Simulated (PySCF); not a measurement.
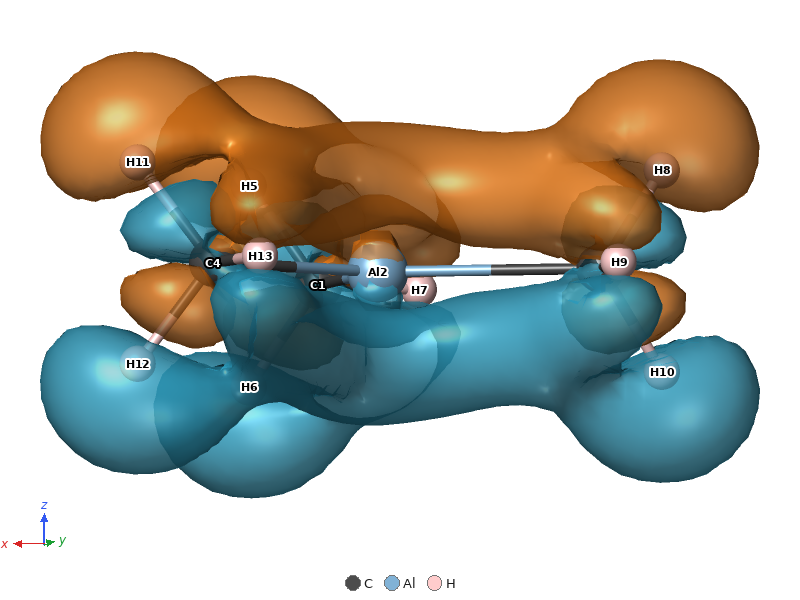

Figure 1: C$_{3}$H$_{9}$Al, SMILES `C[Al](C)C`. Change of the electron density in a uniform field of 0.26 V/Å, surfaces at ±0.0015 e/Å³ (light blue: gain, orange: loss).

Level of theory: B3LYP/6-311+G** (PySCF), at a geometry from GFN2-xTB. No frequency check shows the geometry to be a minimum. The basis has diffuse s and p functions alone, which still leaves polarisabilities too small, most of all across bonds.

Cartesian coordinates (Å):

```
C1       0.0717   -1.9858   -0.0004
Al2     -0.0007    0.0079    0.0011
C3      -1.7715    0.9282   -0.0001
C4       1.6996    1.0522   -0.0008
H5       0.5972   -2.3867    0.8733
H6       0.5968   -2.3867   -0.8736
H7      -0.9263   -2.4371   -0.0028
H8      -2.3760    0.6627    0.8744
H9      -1.6811    2.0195   -0.0046
H10     -2.3764    0.6627   -0.8732
H11      2.3222    0.8303    0.8732
H12      2.3217    0.8304   -0.8741
H13      1.5323    2.1345    0.0008
```

Question: Along which Cartesian direction does the field point?

Answer: Along +z: electrons gather on the −z side, against the field.

Question: How large is the response?

Answer: The induced dipole is 0.65 D (along the field); α along this axis, from the fields in both directions, is 51 bohr³ (7.5 Å³).

Question: Which atoms gain and lose the most charge?

Answer: Electrons gather most on H6 (Hirshfeld charge changes by −0.008 e) and leave H11 most (+0.008 e); 0.070 electrons are displaced in all.
